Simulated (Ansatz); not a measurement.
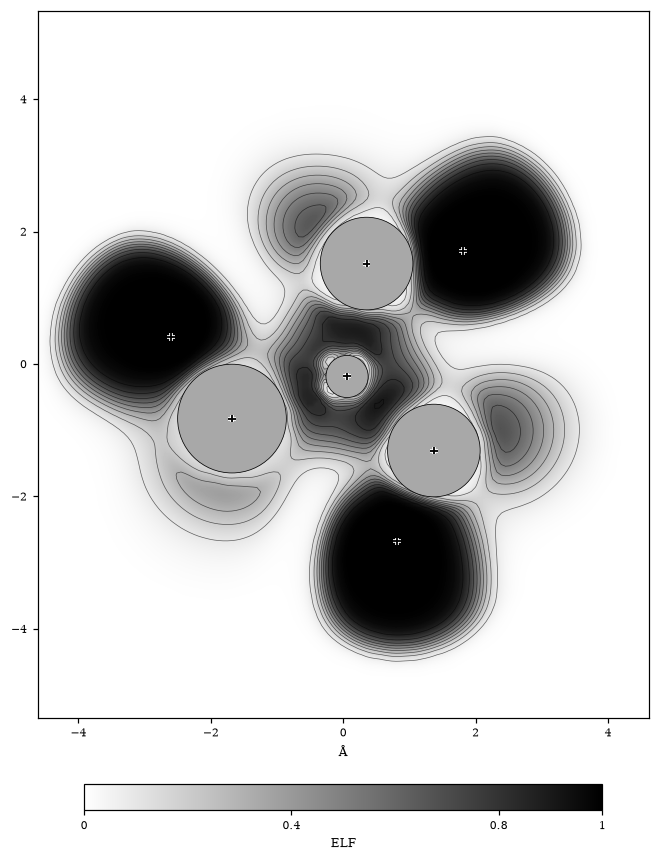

The ELF on a plane through atoms (crosses mark nuclei in the plane; grey discs cover the cores).

Method: Ansatz, RKS PBE0-D4/def2-TZVPP.

Candidates:
A. CH$_{11}$GeNSi$_{2}$ (SMILES C[SiH2][N]([SiH3])[GeH3])
B. C$_{2}$H$_{6}$GaNO$_{3}$ (SMILES CC#[N+][Ga-]([OH])([OH])[OH])
C. ClF$_{3}$SW (SMILES [F][W]([F])([F])(=[S])[Cl])

Q: Which candidate gave the map?

A: Candidate A: CH$_{11}$GeNSi$_{2}$ on the plane of atoms N3, Ge5 and H15, which holds Si, N, Ge and H. Si–N (1.73 Å): the ELF peaks at about 0.90 between the atoms, as expected for a polar covalent bond. Ge–N (1.85 Å): the ELF peaks at about 0.85 in the valence shell of N, 0.6 Å from its nucleus, and is about 0.50 at the midpoint.
